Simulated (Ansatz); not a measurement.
**SiNH6: single-point calculation**

- system: SiNH6, multiplicity 2
- method: UKS PBE0-D4/def2-TZVPP (Ansatz 0.2.0)

The geometry is the product side of a reaction. The reaction was set up to form H1–H4 and to break H1–N2 (atoms counted from 1 in the order of the input); sticks are drawn by distance alone. The geometry comes from this level: PBE0-D4/def2-TZVP.

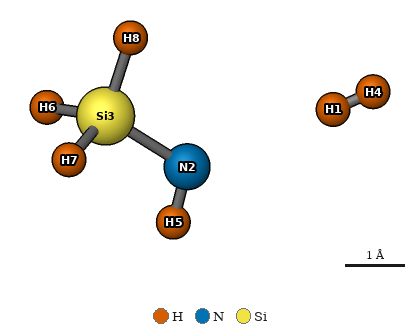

**Figure 1.** The structure (ball-and-stick view, seen at a tilt; atoms are numbered from 1 in the order of the input). Bond lengths as drawn: H–H 0.75 Å, H–N 1.02 Å, H–Si 1.48 to 1.49 Å and N–Si 1.75 Å.

Summary:

```json
{"quantity": "outcome", "value": "converged"}
{"quantity": "total energy", "value": "−9458.6541 eV"}
{"quantity": "mean-field energy", "value": "−9458.5820 eV"}
{"quantity": "dispersion energy", "value": "−0.0721 eV"}
{"quantity": "⟨S²⟩", "value": "0.754"}
{"quantity": "SCF solution under orbital rotations", "value": "stable"}
{"quantity": "HOMO (either spin)", "value": "−8.10 eV"}
{"quantity": "LUMO (either spin)", "value": "−3.49 eV"}
{"quantity": "hardware", "value": "2 threads of Arm Neoverse V1, 23 GiB of memory available, shared host"}
{"quantity": "wall time", "value": "2.6 s (CPU time 5.1 s)"}
{"quantity": "peak memory", "value": "0.4 GiB"}
```

The input:
```yaml
crystal:
  periodic: [false, false, false]
  atoms:
    - {symbol: H, position_ang: [0.089759, -2.249702, 1.527810]}
    - {symbol: N, position_ang: [0.364274, 0.267867, 0.617903]}
    - {symbol: Si, position_ang: [-0.195349, 0.855602, -0.936101]}
    - {symbol: H, position_ang: [-0.002815, -2.958794, 1.749029]}
    - {symbol: H, position_ang: [0.817908, 1.001217, 1.167658]}
    - {symbol: H, position_ang: [-1.226606, 1.911428, -0.722268]}
    - {symbol: H, position_ang: [0.938137, 1.442170, -1.707212]}
    - {symbol: H, position_ang: [-0.785308, -0.269887, -1.696819]}
basis:
  gaussian: {orbitals: def2-TZVPP}
magnetization: {spin_polarized: true, initial_magnetization: 1}
hamiltonian: {xc: pbe0, dispersion: d4}
output: {orbitals: {seedname: orbitals}}
```

Command:
```bash
ansatz run in.yaml --threads 2 --pin off --events-out ev --progress --plain --max-ram 4352MiB
```

The program's output:
```
Functional definition: PBE0
  name "PBE0"
  cite "Adamo & Barone, J. Chem. Phys. 110, 6158 (1999) doi:10.1063/1.478522"
  cite "Perdew, Burke & Ernzerhof, Phys. Rev. Lett. 77, 3865 (1996) doi:10.1103/PhysRevLett.77.3865"
  parent pbe
  parameter a = 0.25
  parameter kappa = 0.804
  parameter beta = 0.06672455060314922
  exchange = (1 - a)*pbe_x(kappa = kappa, mu = beta*pi^2/3) + a*exact_x
  correlation = pbe_c(beta = beta)
800 factors; their error is unknown
mean field evaluation 1: about -9453.6806 eV, gradient 3.3e1 eV
mean field evaluation 2: about -9444.7338 eV, gradient 5.2e1 eV
mean field evaluation 4: about -9458.5519 eV, gradient 1.3e0 eV
mean field evaluation 8: about -9458.5820 eV, gradient 3.3e-2 eV
mean field evaluation 16: about -9458.5820 eV, gradient 4.7e-5 eV
mean field -9458.58198113 eV, -347.5964765494 hartree, gradient 4.7e-5 eV, S^2 0.754332; 2 other end points of the search recorded, 0 dependent functions left out
reference -9458.58201445 eV, -347.5964777738 hartree; 14, 13 occupied and 143, 144 virtual orbitals, 800 factors
Total energy: -9458.65410831 eV, -347.5991271743 hartree
```

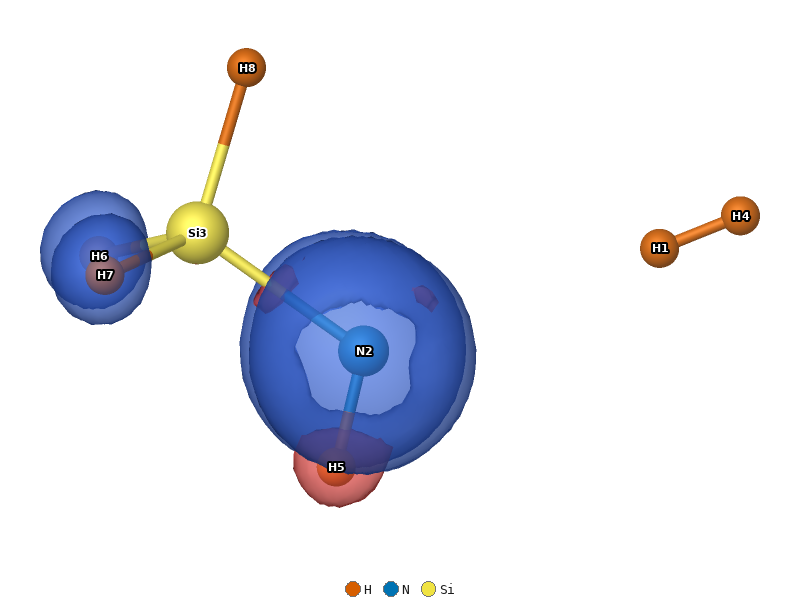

**Figure 2.** Isosurfaces of the spin density at +0.02 (blue) and −0.02 e/Å³ (red), seen face on. The unpaired spin (1 electron) lies mostly on N2 (about 0.8) and Si3 (about 0.1), in electrons by Hirshfeld's partition.

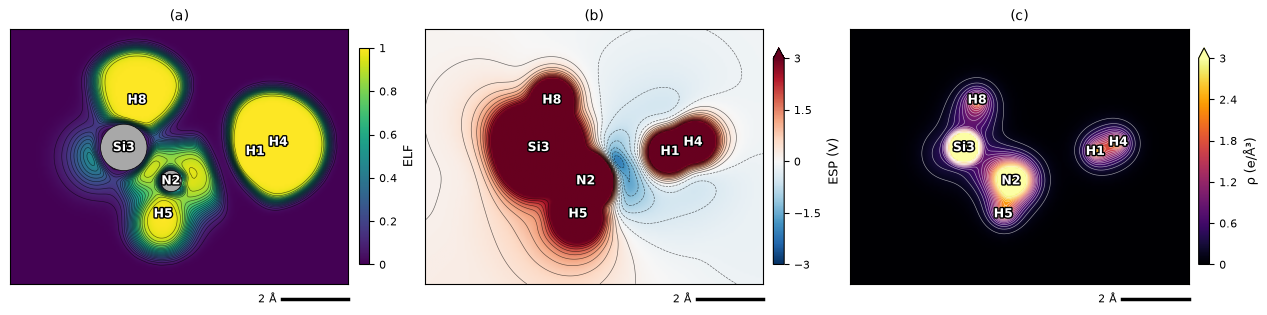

**Figure 3.** (a) ELF; (b) electrostatic potential; (c) total electron density on the plane of atoms Si3, N2 and H5. Grey discs, where drawn, cover atomic cores. Atoms in the plane: H, N and Si.

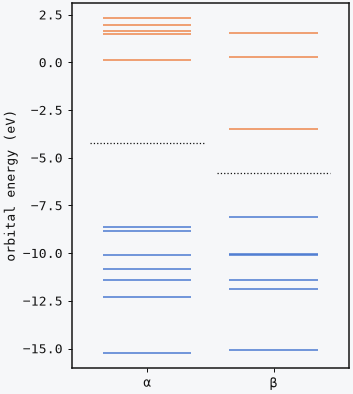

**Figure 4.** Orbital energies near the frontier for α and β spins; the dotted line parts filled from empty levels, and levels within 0.02 eV of each other stand side by side. α: highest filled −8.62 eV, lowest empty 0.13 eV, 8.75 eV apart; β: highest filled −8.10 eV, lowest empty −3.49 eV, 4.61 eV apart.
